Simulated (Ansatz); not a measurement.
System: PtC3.

The calculation's input:

```
crystal:
  lattice:
    - [4.2779939994, 0.0, 0.0]
    - [-2.1389969997, 3.7048514807, 0.0]
    - [0.0, 0.0, 8.5718976551]
  atoms:
    - { symbol: Pt, position: [0.3333333333, 0.6666666667, 0.25] }
    - { symbol: Pt, position: [0.6666666667, 0.3333333333, 0.75] }
    - { symbol: C, position: [0.7802586467, 0.5605172933, 0.25] }
    - { symbol: C, position: [0.2197413533, 0.7802586467, 0.75] }
    - { symbol: C, position: [0.4394827067, 0.2197413533, 0.25] }
    - { symbol: C, position: [0.2197413533, 0.4394827067, 0.75] }
    - { symbol: C, position: [0.7802586467, 0.2197413533, 0.25] }
    - { symbol: C, position: [0.5605172933, 0.7802586467, 0.75] }
basis:
  ecutwfc: 420
kpoints:
  mp_grid: { grid: [12, 12, 6] }
hamiltonian:
  xc: pbe
scf:
  occupations: { method: gaussian, width: 0.1 }
output:
  forces: true
  stress: true
  eigenvalues: true
  write_density: true
  write_potential: true
  elf: true
  volumetric_format: npy
relax:
  adjacent_minimum: "off"
  f_tol: 0.01
  max_steps: 80
  cell: { stress_tol: 0.05 }
```

Command:

```sh
ansatz run input.yaml --threads 1 --pin off --max-ram 2560MiB --backend cpu --events-out ev --progress --plain --runs-dir out
```

Below, planes, directions and counts refer to the conventional cell (a = 4.28 Å, b = 4.28 Å, c = 9.37 Å, α = 90.00°, β = 90.00°, γ = 120.00°).

The fields are those of the relaxed geometry.

Space group P6₃/mmc; started from the Ni3Sn (D0_19)_194 prototype, which need not be the ambient phase.

Computed with DFT PBE, scalar-relativistic, plane waves, PAW (Ansatz 0.2.0).

What will maps of the valence pseudo-density and electron localisation function show?

Answer. C–C (1.46 Å): the density is about 1.7 e/Å³ at the midpoint; the ELF peaks at about 0.80 between the atoms.
Pt–C (2.17 Å): ρ at the midpoint is about 0.72 e/Å³; the ELF peaks at about 0.80 in the valence shell of C, 0.6 Å from its nucleus, and is about 0.25 at the midpoint.

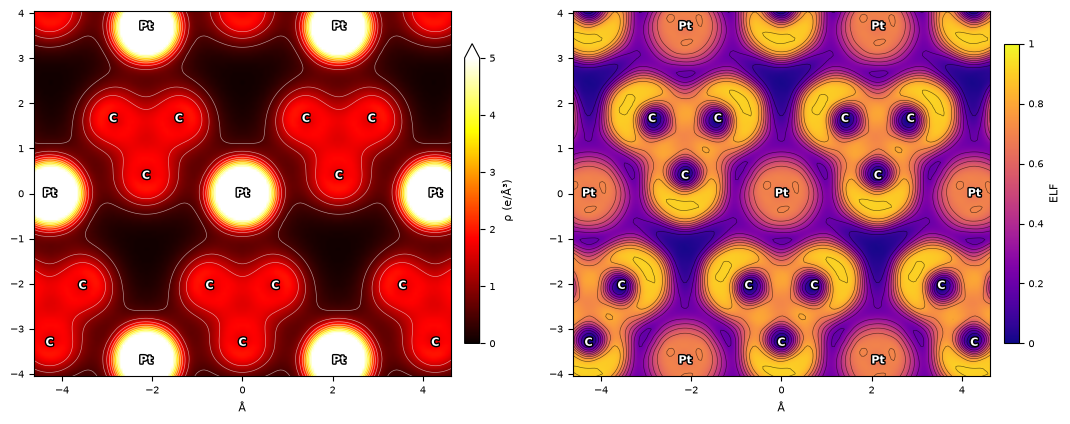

Computed valence pseudo-density and electron localisation function on the (001) plane of the conventional cell, in this order. 

Core electrons are frozen (PAW), and the valence fields are smoothed inside the atomic spheres.
